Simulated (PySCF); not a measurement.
System: H₉NO₂Si₃ (SMILES N[SiH2]O[SiH2]O[SiH3]).

The calculation's input:

```
{"job": {"kind": "uv", "xc": "CAM-B3LYP", "basis": "def2-SVPD", "nstates": 8, "ntriplets": 3}, "charge": 0, "multiplicity": 1}
N      3.162702     0.097416    -0.452347
Si     1.540670     0.559164    -0.120000
O      0.703686    -0.807967    -0.372769
Si    -0.688263    -1.550955    -0.690596
O     -1.941937    -0.551236    -0.473885
Si    -2.620831     0.808545     0.078856
H      3.899563     0.769951    -0.326656
H      3.473062    -0.820399    -0.175917
H      1.242210     0.968573     1.258850
H      1.188661     1.588193    -1.094993
H     -0.708089    -1.912277    -2.099692
H     -0.804944    -2.627557     0.283041
H     -3.092751     0.535552     1.436951
H     -3.719996     1.058226    -0.851781
H     -1.638156     1.892763     0.073371
```

Command:

```sh
OMP_NUM_THREADS=1 python probes_run.py task.json out
```

Geometry: GFN2-xTB.

Method: PySCF 2.14.0, CAM-B3LYP/def2-SVPD, SCF density, gas phase.

### What can the converged electron density and electron localisation function tell about the bonding?

Si–O (1.61 Å): ρ is about 1.2 e/Å³ halfway; the ELF peaks at about 0.85 between the atoms; a short, strongly polar bond.
Si–H (1.46 Å): the density is about 0.81 e/Å³ at the midpoint; the ELF climbs to about 1 towards the hydrogen, as it does in any bond to H.

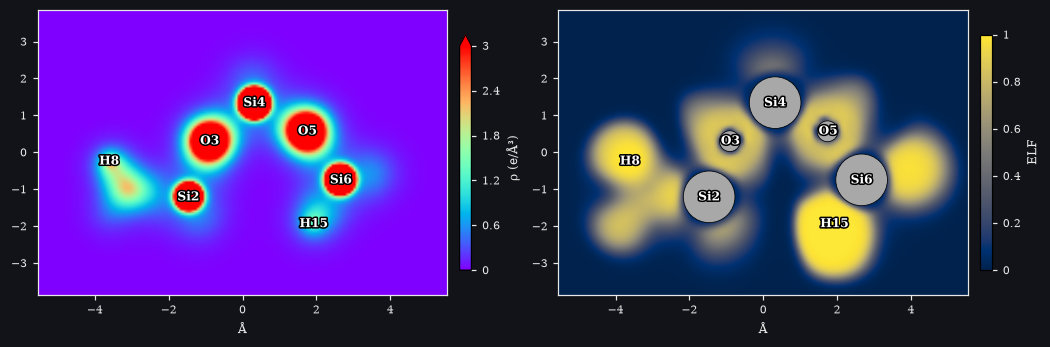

Computed electron density and electron localisation function on the plane of atoms O3, Si4 and O5, in this order. Grey discs cover the atomic cores in the ELF map. 
